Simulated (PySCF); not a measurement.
**NMR shielding calculation of C2H8AlClO**

The run: NMR shielding calculation of C2H8AlClO, SMILES C[O+](C)[AlH2-][Cl]. Method and program: GIAO LC-wPBE/pcSseg-1 NMR shielding, non-relativistic, gas phase (PySCF 2.14.0).

The geometry comes from this level: PBE0-D3(BJ)/def2-SVP. Figures and captions count atoms from 1; the log counts them from 0 in places.

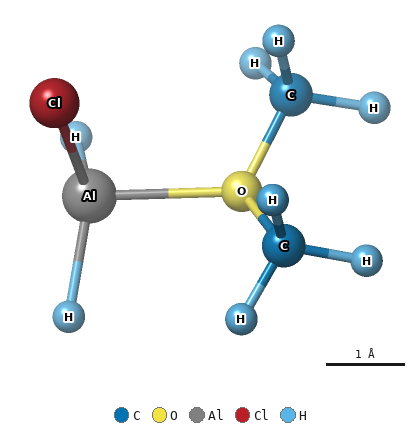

**Figure 1.** The input geometry (ball-and-stick view, seen at a tilt). Sticks mark near contacts.

Key numbers:

- outcome: converged
- total energy: −858.611350 hartree
- HOMO: −10.42 eV
- LUMO: 2.45 eV
- dipole moment: 5.60 D
- isotropic shielding, C: 126.4 to 126.6 ppm
- isotropic shielding, O: 334.8 ppm
- isotropic shielding, Al: 415.2 ppm
- isotropic shielding, Cl: 1015.2 ppm
- isotropic shielding, H: 27.2 to 28.1 ppm
- hardware: 1 CPU thread, shared host
- wall time: 20 s
- peak memory: 0.76 GiB

Input:
```
{"job": {"kind": "nmr", "xc": "LC-wPBE", "basis": "pcSseg-1", "pop": false}, "charge": 0, "multiplicity": 1}
C     -1.027894    -0.867462    -0.902622
O     -0.394849     0.004728     0.030924
C     -0.824813     1.360850    -0.056930
Al     1.532576    -0.297642     0.348073
Cl     2.190976     0.332007    -1.606443
H     -2.115242    -0.844899    -0.738622
H     -0.781828    -0.562871    -1.931569
H     -0.640148    -1.875709    -0.712150
H     -1.914315     1.405042     0.087480
H     -0.317529     1.911076     0.744417
H     -0.544109     1.783639    -1.034347
H      1.547543    -1.871917     0.575178
H      1.807768     0.754908     1.508161
```

The first line tells a small driver script what to run in PySCF; the rest is the geometry in Å.

Launched with:
```bash
OMP_NUM_THREADS=1 python <driver script> task.json out
```

Output:
```
coarse grid: 11472 points
cycle   1  E = -858.4924726242  dE =  2.691e-01  |g| = 4.975e-01  |ddm| = 2.821e+00
cycle   2  E = -858.5267322006  dE = -3.426e-02  |g| = 4.164e-01  |ddm| = 6.674e-01
cycle   3  E = -858.5542376201  dE = -2.751e-02  |g| = 7.122e-02  |ddm| = 2.323e-01
cycle   4  E = -858.5551813080  dE = -9.437e-04  |g| = 2.999e-02  |ddm| = 7.585e-02
cycle   5  E = -858.5553681123  dE = -1.868e-04  |g| = 3.588e-03  |ddm| = 2.785e-02
cycle   6  E = -858.5553738402  dE = -5.728e-06  |g| = 6.581e-04  |ddm| = 8.370e-03
final grid: 100240 points
cycle   7  E = -858.6113437896  dE = -4.627e-05  |g| = 6.341e-03  |ddm| = 1.467e-02
cycle   8  E = -858.6113446412  dE = -8.516e-07  |g| = 5.650e-03  |ddm| = 4.679e-03
cycle   9  E = -858.6113494500  dE = -4.809e-06  |g| = 7.921e-04  |ddm| = 2.580e-03
cycle  10  E = -858.6113495571  dE = -1.071e-07  |g| = 1.415e-04  |ddm| = 4.768e-04
cycle  11  E = -858.6113495531  dE =  3.983e-09  |g| = 3.989e-05  |ddm| = 1.715e-04
cycle  12  E = -858.6113495536  dE = -5.289e-10  |g| = 7.017e-06  |ddm| = 5.641e-05
```

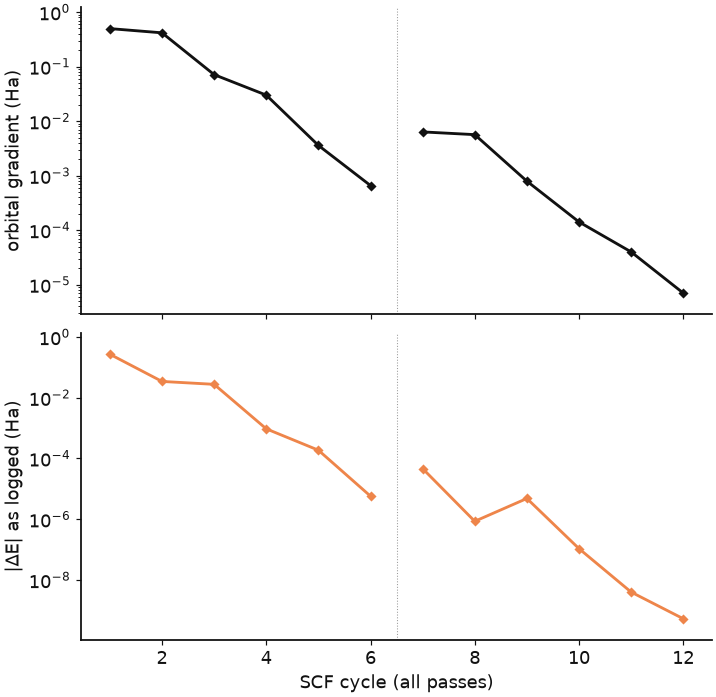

**Figure 2.** Convergence of the self-consistent field: orbital gradient and size of the energy change against the SCF cycle. The dotted line marks the change from a coarse to the final integration grid. The first 6 cycles use a coarse grid, the final grid takes over at cycle 7, and the field converges after 12 cycles in all.

```
converged SCF energy = -858.6113495536

GIAO shielding tensors (ppm)
atom      isotropic    diamagn.    paramagn.     s11        s22        s33       span
  0 C      126.423     246.451    -120.027     95.147     99.344    184.779     89.632
  1 O      334.770     400.477     -65.707    316.293    326.997    361.020     44.727
  2 C      126.552     246.510    -119.958     94.871     99.558    185.226     90.355
  3 Al     415.168     794.665    -379.497    377.773    392.143    475.589     97.815
  4 Cl    1015.208    1150.268    -135.060    922.878   1038.873   1083.873    160.995
  5 H       28.063      29.296      -1.233     24.147     25.519     34.522     10.375
  6 H       27.626      29.691      -2.065     23.115     27.116     32.647      9.532
  7 H       27.245      29.636      -2.390     23.036     25.488     33.212     10.176
  8 H       28.081      29.336      -1.255     24.195     25.520     34.527     10.331
  9 H       27.256      29.690      -2.434     23.020     25.469     33.278     10.258
 10 H       27.608      29.718      -2.109     23.086     27.051     32.689      9.602
 11 H       27.317      29.866      -2.550     24.083     25.365     32.502      8.419
 12 H       27.324      29.892      -2.568     24.089     25.403     32.480      8.392
```

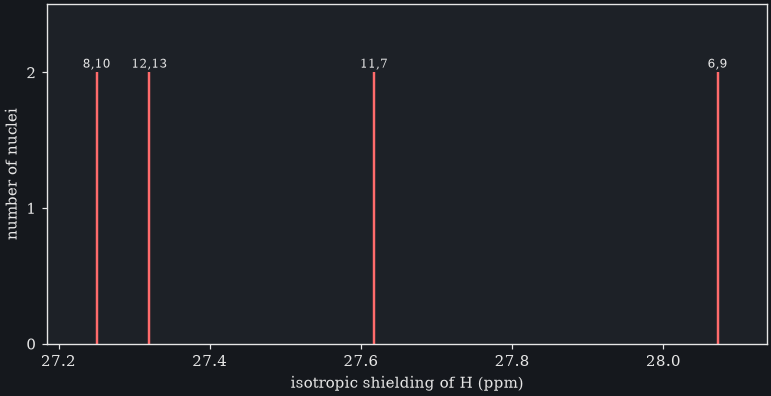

**Figure 3.** Isotropic shieldings of the hydrogen nuclei in this fixed geometry, labelled by atom number; shielding grows to the right, so chemical shift grows to the left. The least shielded is H8 (27.2 ppm), the most shielded H9 (28.1 ppm).
